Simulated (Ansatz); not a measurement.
Cl$_{2}$FH$_{2}$OSi···FH$_{4}$Si

Input

```
crystal:
  periodic: [false, false, false]
  atoms:
    - {symbol: Si, position_ang: [-0.161539, 1.282832, -0.615892]}
    - {symbol: Si, position_ang: [0.629983, -1.555125, 0.976893]}
    - {symbol: Cl, position_ang: [-0.957186, 2.747363, -1.893533]}
    - {symbol: Cl, position_ang: [1.829834, 1.749248, -0.820606]}
    - {symbol: O, position_ang: [-1.042332, 1.601629, 0.721841]}
    - {symbol: H, position_ang: [-0.555344, -1.067399, -1.127534]}
    - {symbol: F, position_ang: [-0.733315, 0.033427, -1.659923]}
    - {symbol: H, position_ang: [0.350655, -0.023976, 0.229752]}
    - {symbol: F, position_ang: [-0.342807, -1.937134, -0.561360]}
    - {symbol: H, position_ang: [0.568812, -3.027710, 1.186236]}
    - {symbol: H, position_ang: [2.059955, -1.227475, 0.775368]}
    - {symbol: H, position_ang: [-0.048738, -0.958439, 2.149089]}
    - {symbol: H, position_ang: [-1.598078, 2.382659, 0.639769]}
basis:
  gaussian: {orbitals: def2-TZVPP}
hamiltonian: {xc: pbe0, dispersion: d4}
output: {orbitals: {seedname: orbitals}}
```

Command:

```sh
ansatz run in.yaml --threads 4 --pin off --events-out ev --progress --plain --max-ram 66560MiB --backend cuda --devices 0, --max-vram 37GiB
```

A transition-state structure; geometry: PBE0-D4/def2-TZVP.

Level of theory: Ansatz 0.2.0, RKS PBE0-D4/def2-TZVPP.

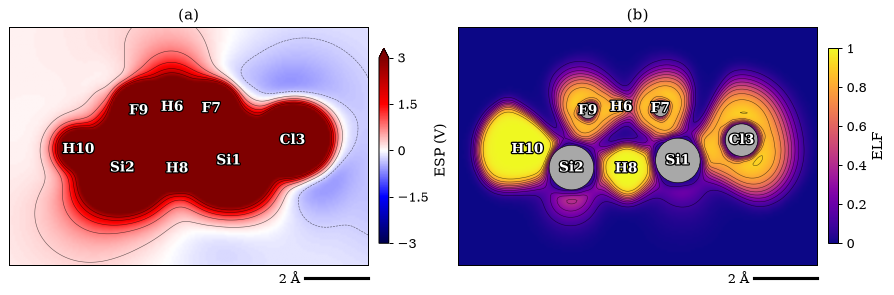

Figure 1. (a) molecular electrostatic potential; (b) ELF on the plane of atoms Cl3, Si1 and H8. Grey discs cover the atomic cores in the ELF map.

Interpret the plot.

The section cuts through Si, Cl, H and F sites.
F7···H6 (1.24 Å): the ELF peaks at about 0.85 between the atoms.
Si–F (1.73 Å): the ELF peaks at about 0.85 in the valence shell of F, 0.6 Å from its nucleus, and is about 0.55 at the midpoint.
Si–F (1.86 Å): the ELF peaks at about 0.85 in the valence shell of F, 0.5 Å from its nucleus, and is about 0.50 at the midpoint.
Si–Cl (2.10 Å): the ELF peaks at about 0.90 between the atoms (a shared but strongly polarised pair).
The ELF also peaks beside Cl3, F9 and F7, away from the bonds: lone-pair regions.
Outside the dense part of the complex the potential is most negative (−0.6 V) near Cl3.

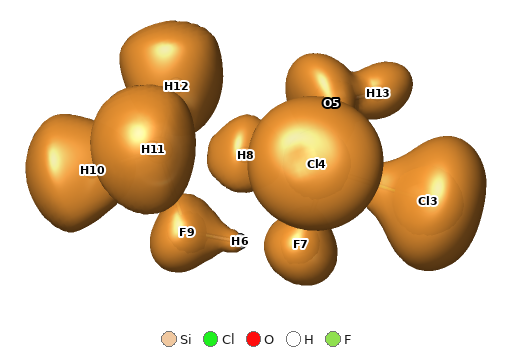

Figure 2. Isosurface of the ELF at 0.75 (orange), seen across its widest extent. Only the valence region is drawn (cores and ρ < 0.01 e/Å³ removed).

Describe the localisation domains.

At this value the surface marks out four regions around hydrogen nuclei, two regions on Cl in which the atom's valence shell and bonds are merged, one region wrapped around F (its lone pairs, merged into a ring or cap), one joined region spread over several atoms (F, H), in which their bonds and any lone pairs are merged and one joined region spread over several atoms (H, O), in which their bonds and any lone pairs are merged. Profiles from the grid: Si–O (1.63 Å): the ELF peaks at about 0.85 between the atoms: a polar covalent bond.

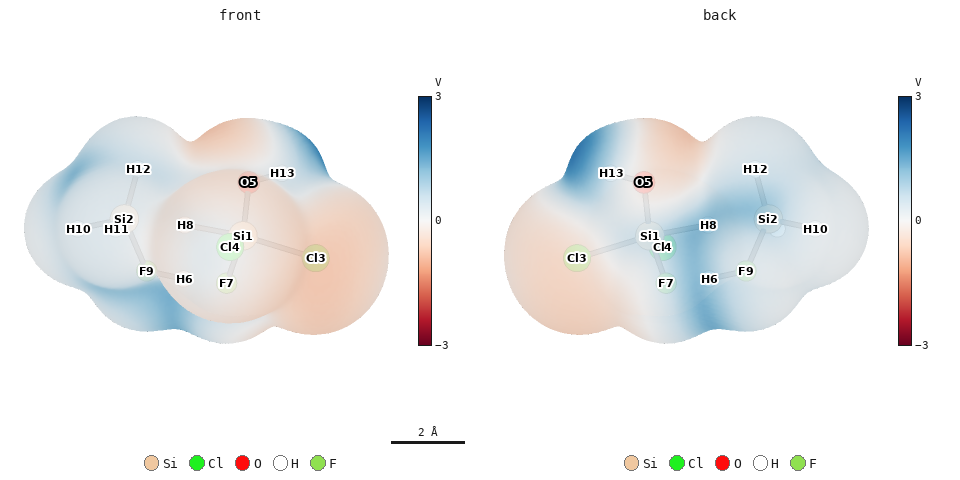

Figure 3. The molecular electrostatic potential painted on the density surface at 0.001 e/bohr³, seen from the front and from behind; red is negative and blue positive.

Where is the surface potential most negative and most positive?

The most negative region (about −0.8 V) lies over Cl3, Cl4 and O5, the most positive (about +1.9 V) over H13.
